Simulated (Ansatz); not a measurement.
# singlet [SiF3]− at 6 levels

Wanted: a comparison of 6 runs (B2PLYP/STO-3G, r2SCAN0/STO-3G, MP2/STO-3G, BCCD(T)/STO-3G, CCSDT(Q)/STO-3G, FCI/STO-3G) of singlet [SiF3]−. 

The calculation is run with Ansatz 0.2.0.

45 further runs of the same task are left out: 7 that didn't finish, 38 set aside as unsound or not needed.

## 1. Starting point

[SiF3]− has 4 atoms, charge -1, and is taken as a singlet. SMILES of the parent species: `F[Si](F)F`. The coordinates come from a GFN2-xTB relaxation. That shape belongs to the parent species and isn't relaxed for this state.

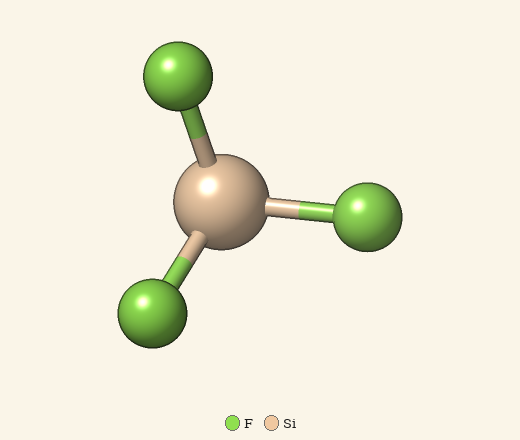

Viewed from a chosen angle; fluorine green, silicon light orange.

## 2. The energy at B2PLYP/STO-3G (run 1)

The input, run.yaml:

```yaml
crystal:
  periodic: [false, false, false]
  atoms:
    - symbol: F
      position_ang: [0.787890, -0.508980, 1.119030]
    - symbol: Si
      position_ang: [-0.325240, 0.244050, 0.268860]
    - symbol: F
      position_ang: [-0.962750, -0.889100, -0.646850]
    - symbol: F
      position_ang: [0.500100, 1.154030, -0.741040]
basis:
  gaussian:
    orbitals: STO-3G
total_charge: -1
hamiltonian:
  xc: {name: B2PLYP}
correlation:
  frozen_orbitals: {F: 1, Si: 5}
accuracy: high
```

Started as:

```sh
$ ansatz run run.yaml --threads 1 --pin off --max-ram 2610MiB --events-out events.jsonl --progress --plain --runs-dir runs
```

Standard output:

```text
Warning: RAYON_NUM_THREADS=1 ignored (pool sized by the plan → 1); use --threads N
Functional definition: B2PLYP
  name "B2PLYP"
  parameter a = 0.53
  parameter c = 0.27
  exchange = (1 - a)*b88_x + a*exact_x
  correlation = (1 - c)*lyp_c + c*(mp2_os + mp2_ss)
461 factors; integrals over basis functions are off by at most 3.5e-8 eV
mean field evaluation 1: about -15799.6710 eV, gradient 1.2e1 eV
mean field evaluation 2: about -15799.7265 eV, gradient 1.3e1 eV
mean field evaluation 4: about -15800.4113 eV, gradient 3.3e-1 eV
mean field evaluation 8: about -15800.4119 eV, gradient 2.6e-4 eV
mean field -15800.41188113 eV, -580.6544267277 hartree, gradient 4.5e-8 eV, S^2 0.000000; 0 other end points of the search recorded, 0 dependent functions left out
8 core orbitals not correlated: weight in the atoms' cores, before any rotation towards them, 1.000 or more for the frozen orbitals, at most 0.000 for the correlated occupied ones
reference -15800.41189421 eV, -580.6544272083 hartree; 13, 13 occupied and 3, 3 virtual orbitals, 461 factors
second order -2.28789811 eV of doubles, -0.00000000 eV of singles
Total energy: -15801.02962670 eV, -580.6771284586 hartree
```

Wall time 0.62 s (1 thread of AMD EPYC 9R45 (Zen 5), shared host).

## 3. A single-point energy at r2SCAN0/STO-3G (run 2)

The input, molecule.yaml:

```yaml
basis:
  gaussian:
    orbitals: STO-3G
crystal:
  periodic: [false, false, false]
  atoms:
    - {symbol: F, position_ang: [0.787890, -0.508980, 1.119030]}
    - {symbol: Si, position_ang: [-0.325240, 0.244050, 0.268860]}
    - {symbol: F, position_ang: [-0.962750, -0.889100, -0.646850]}
    - {symbol: F, position_ang: [0.500100, 1.154030, -0.741040]}
total_charge: -1
hamiltonian:
  xc: {name: r2SCAN0}
accuracy: high
```

Started as:

```sh
$ ansatz run molecule.yaml --threads 1 --pin off --max-ram 2610MiB --events-out events.jsonl --progress --plain --runs-dir runs
```

Standard output:

```text
Warning: RAYON_NUM_THREADS=1 ignored (pool sized by the plan → 1); use --threads N
Functional definition: r2SCAN0
  name "r2SCAN0"
  parameter a = 0.25
  parameter k0 = 0.174
  parameter k1 = 0.065
  parameter a1 = 4.9479
  exchange = (1 - a)*r2scan_x(k0 = k0, k1 = k1, a1 = a1) + a*exact_x
  correlation = r2scan_c
461 factors; integrals over basis functions are off by at most 3.5e-8 eV
mean field evaluation 1: about -15810.8918 eV, gradient 9.5e0 eV
mean field evaluation 2: about -15811.1910 eV, gradient 4.5e0 eV
mean field evaluation 4: about -15811.2635 eV, gradient 7.6e-3 eV
mean field evaluation 8: about -15811.2605 eV, gradient 1.3e-3 eV
mean field evaluation 16: about -15811.2605 eV, gradient 1.3e-8 eV
mean field -15811.26045827 eV, -581.0531045842 hartree, gradient 1.3e-8 eV, S^2 0.000000; 0 other end points of the search recorded, 0 dependent functions left out
reference -15811.26045846 eV, -581.0531045912 hartree; 21, 21 occupied and 3, 3 virtual orbitals, 461 factors
Total energy: -15811.26045846 eV, -581.0531045912 hartree
```

Wall time 0.98 s (1 thread of AMD EPYC 9R45 (Zen 5), shared host).

Runs 3 to 5 aren't shown in full; the table further down has their settings and results.

## 4. A single-point energy at FCI/STO-3G (run 6)

The input, input.yaml:

```yaml
crystal:
  periodic: [false, false, false]
  atoms:
    - {symbol: F, position_ang: [0.787890, -0.508980, 1.119030]}
    - {symbol: Si, position_ang: [-0.325240, 0.244050, 0.268860]}
    - {symbol: F, position_ang: [-0.962750, -0.889100, -0.646850]}
    - {symbol: F, position_ang: [0.500100, 1.154030, -0.741040]}
basis:
  gaussian: {orbitals: STO-3G}
total_charge: -1
correlation: {method: fci, frozen_orbitals: {F: 1, Si: 5}}
accuracy: high
```

Started as:

```sh
$ ansatz run input.yaml --threads 1 --pin off --max-ram 2610MiB --events-out events.jsonl --progress --plain --runs-dir runs
```

Standard output:

```text
Warning: RAYON_NUM_THREADS=1 ignored (pool sized by the plan → 1); use --threads N
Functional definition: HF
  name "HF"
  exchange = exact_x
  correlation = 0
461 factors; integrals over basis functions are off by at most 3.5e-8 eV
mean field evaluation 1: about -15769.4311 eV, gradient 1.5e1 eV
mean field evaluation 2: about -15769.5352 eV, gradient 1.5e1 eV
mean field evaluation 4: about -15770.6458 eV, gradient 1.0e0 eV
mean field evaluation 8: about -15770.6538 eV, gradient 2.7e-6 eV
mean field -15770.65379447 eV, -579.5608372138 hartree, gradient 2.4e-8 eV, S^2 0.000000; 0 other end points of the search recorded, 0 dependent functions left out
8 core orbitals not correlated: weight in the atoms' cores, before any rotation towards them, 1.000 or more for the frozen orbitals, at most 0.000 for the correlated occupied ones
reference -15770.65379447 eV, -579.5608372138 hartree; 13, 13 occupied and 3, 3 virtual orbitals, 461 factors
state -15772.56893915 eV, -579.6312174824 hartree
Total energy: -15772.56893915 eV, -579.6312174824 hartree
```

Run time: 0.38 s. Hardware: 1 thread of AMD EPYC 9R45 (Zen 5), shared host.

## 5. The series

| run | level | frozen core orbitals | energy (Eh) | wall time |
| --- | --- | --- | --- | --- |
| 1 | B2PLYP/STO-3G | 8 | -580.677128 | 0.62 s |
| 2 | r2SCAN0/STO-3G | – | -581.053105 | 0.98 s |
| 3 | MP2/STO-3G | 8 | -579.616089 | 0.08 s |
| 4 | BCCD(T)/STO-3G | 8 | -579.630871 | 0.14 s |
| 5 | CCSDT(Q)/STO-3G | 8 | -579.631254 | 0.26 s |
| 6 | FCI/STO-3G | 8 | -579.631217 | 0.38 s |

## 6. Summary of results

```
                                          quantity          value
                               run 6: total energy  -579.63122 Eh
run 6: correlation energy (8 core orbitals frozen)      -70.4 mEh
```

Against full CI in this basis: MP2 +15.1 mEh; BCCD(T) +0.3 mEh; CCSDT(Q) -0.0 mEh. Totals of different functionals can't be ranked against each other. In runs 1, 2, 3, 4, 5, 6 the basis is minimal, so the values are rough. All runs together took 2.5 s, the longest 0.98 s.
